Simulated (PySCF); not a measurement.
## Electronic structure of TiF (quartet) in real space

```tsv
atom	x (Å)	y (Å)	z (Å)
Ti	0.0000	0.0000	-0.5034
F	0.0000	0.0000	1.2706
```

These are results of PBE0/x2c-TZVPPall, spin-free X2C-1e, Gaussian nucleus, at a bond length of 1.774 Å in PySCF, not measurements.

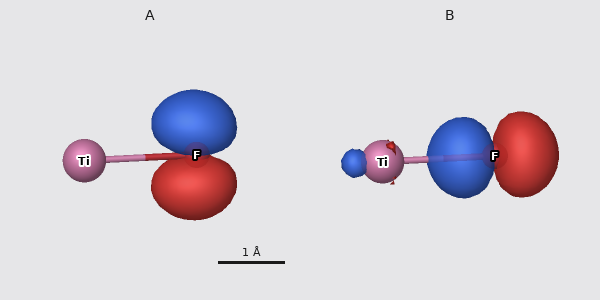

Figure 1. Two frontier β-spin orbitals, each drawn at the value that holds 80 % of its norm (red and blue are the two phases), in no order; of a degenerate pair one member is drawn.

Q: Name the orbitals and rank them from lowest to highest energy.

A: Orbital B: σ, occupied in this spin, −11.55 eV; mainly on F (85 %).
Orbital A: π, occupied in this spin, −11.04 eV; mainly on F (90 %).

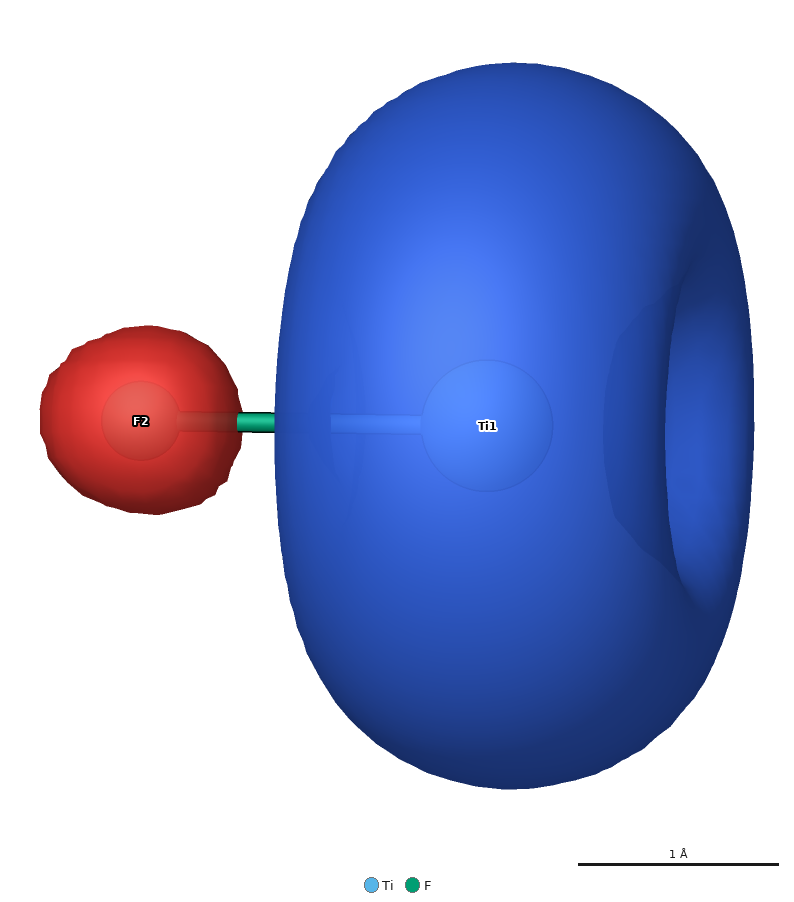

Figure 2. Isosurfaces of the spin density at +0.03 (blue) and −0.03 e/Å³ (red), seen from one side.

Q: Which atoms carry the spin?

A: The unpaired spin (3 electrons) lies mostly on Ti1 (about 3.0), in electrons by Hirshfeld's partition.

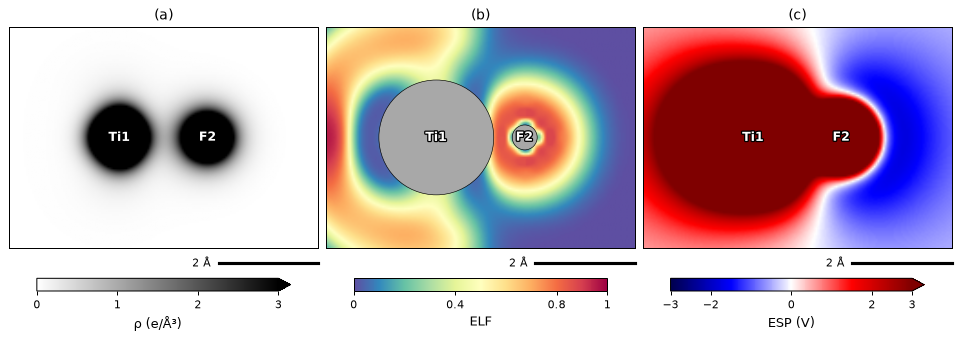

Figure 3. (a) electron density; (b) electron localisation function; (c) electrostatic potential on a plane that holds the molecular axis. Grey discs cover the atomic cores in the ELF map.

Q: Interpret the plot.

A:
- Atoms in the plane: Ti and F.
- Ti–F (1.77 Å): the density is about 1 e/Å³ at the midpoint; the ELF peaks at about 0.85 in the valence shell of F, 0.5 Å from its nucleus, and drops to about 0.20 between the two atoms.
- Outside the dense part of the molecule the potential is most negative (−1.7 V) near F2.
